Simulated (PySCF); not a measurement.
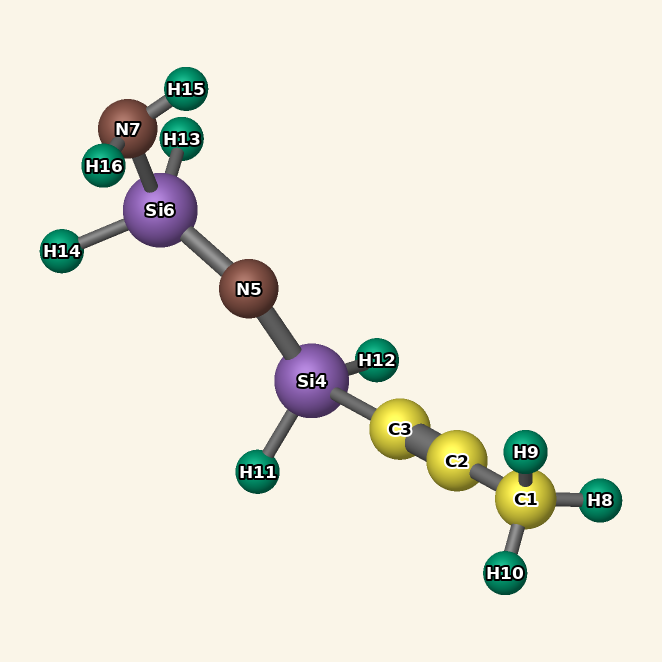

The thickness of each stick grows with its Mayer bond order. Charge −1, singlet. Computed geometry: GFN2-xTB optimisation. No frequency run is at hand to confirm it as a minimum. Computed with PBE0/pcSseg-1 (PySCF 2.14.0).

List the Mayer bond orders of C1–C2, C2–C3, C3–Si4, Si4–N5, N5–Si6, Si6–N7 (bonds between heavy atoms, one of each equivalent set). Atoms whose distances differ by more than 0.02 Å in this geometry are listed apart.

```csv
bond,Mayer order,length (Å)
C1–C2,1.16,1.459
C2–C3,2.55,1.203
C3–Si4,0.90,1.876
Si4–N5,1.44,1.665
N5–Si6,1.35,1.672
Si6–N7,0.96,1.770
```

The geometry is semi-empirical. Around Si such bond lengths and angles can be off by a tenth of an ångström or more and by several degrees, and values that hang on the shape move with them.
